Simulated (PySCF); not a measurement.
Vertical excitations of a molecule CH6Cl2Si2 from TDA-PBE/def2-SVPD in PySCF 2.14.0, as energy in eV (oscillator strength): 6.78 (0.003), 7.05 (0.000), 7.16 (0.024), 7.23 (0.001), 7.27 (0.041), 7.30 (0.001), 7.39 (0.002), 7.42 (0.016), 7.46 (0.010), 7.54 (0.014). Lowest triplet (TDA): 6.51 eV. Coordinates come from a r2SCAN-D4/def2-SVP optimisation. Other conformers were not sampled.

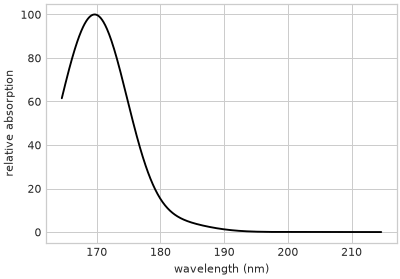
Fig. 1. The lines broadened by 0.4 eV.

Problem. Identify the compound among the candidates.
A) [SiH3]C[SiH](Cl)Cl
B) Cl[SiH2]C[SiH2]Cl
C) C[SiH2][SiH](Cl)Cl
D) C[Si]([SiH3])(Cl)Cl

Solution. A, [SiH3]C[SiH](Cl)Cl
